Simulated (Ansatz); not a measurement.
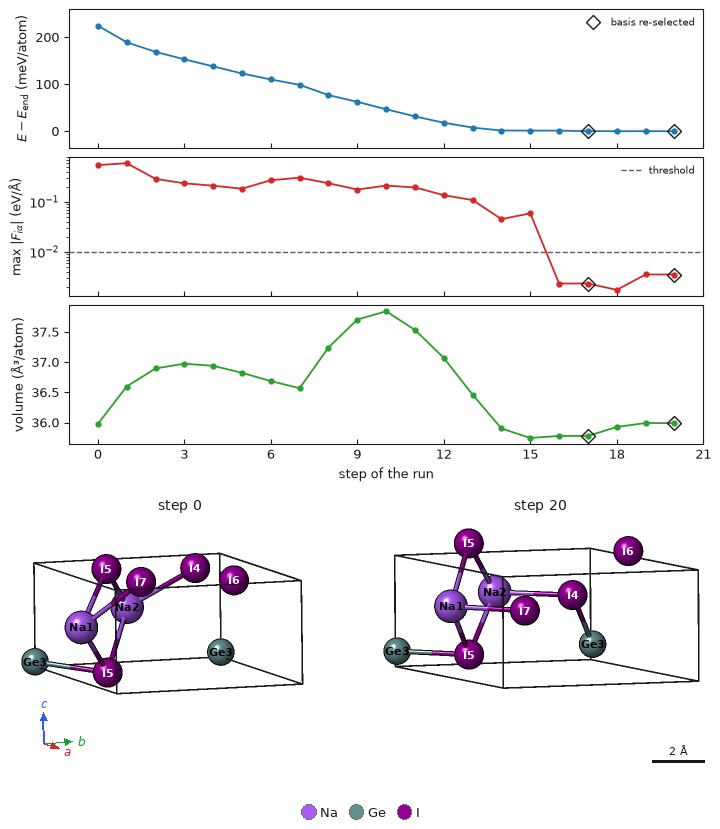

First and last geometry of a relaxation of a crystal of Na2GeI4 (built on the K2PdCl4-123 type type), with the history of the run. Style: ball-and-stick. Shown: the cell of the calculation, slightly off an axis.

Case: shaken.

Theory: DFT, PBEsol, plane waves, PAW (Ansatz). Set-up: plane-wave cutoff 420 eV; k-point mesh 2 × 2 × 4; occupations fermi dirac; smearing width 0.05 eV; no spin polarisation; cell and atoms relaxed; force threshold 0.01 eV/Å; at most 120 steps.

Question: Did the run converge, and what did it change?

Answer: It converged. After 18 accepted moves (20 points after the start) the energy has fallen by 225 meV per atom. Largest force component: 0.55 eV/Å at the start, 0.0035 eV/Å at the end. Pressure: 0.31 GPa at the start and 0.01 GPa at the end. The SCF was repeated twice at an unchanged geometry on a basis and grid sized afresh for the cell, which shifted the energy by 1.0 meV per atom at most. The atom that moves furthest relative to the cell is I7 (1.55 Å roughly along −c). By element the largest moves are I 1.55 Å, Na 0.61 Å, Ge 0.41 Å. The drawn cell changes at constant volume: a 7.978 → 7.812 Å (−2.1 %), b 7.829 → 7.812 Å (−0.2 %), c 4.035 → 4.344 Å (+7.7 %), α 90.5° → 90.0°, β 91.8° → 90.0°, γ 89.8° → 71.9°. Some distances before and after: Na1–I7 3.370 → 5.379 Å, Na2–I7 3.549 → 5.377 Å, Ge3–I7 4.798 → 3.009 Å, Na1–I4 3.634 → 5.376 Å. New bonds form, among them: Ge3–I4 (4.54 → 3.01 Å), Ge3–I7 (4.80 → 3.01 Å). Bonds break, among them: Na1–I4 (3.63 → 5.38 Å), Na1–I7 (3.37 → 5.38 Å), Na2–I7 (3.55 → 5.38 Å). Among the angles between lasting bonds that change: I4–Ge3–I7 167.2° → 87.6°, I4–Na1–I7 111.2° → 180.0°, I4–Na2–I7 116.3° → 180.0°. The space group (tolerance 0.01 Å) goes from P1 (No. 1) to Cmmm (No. 65).
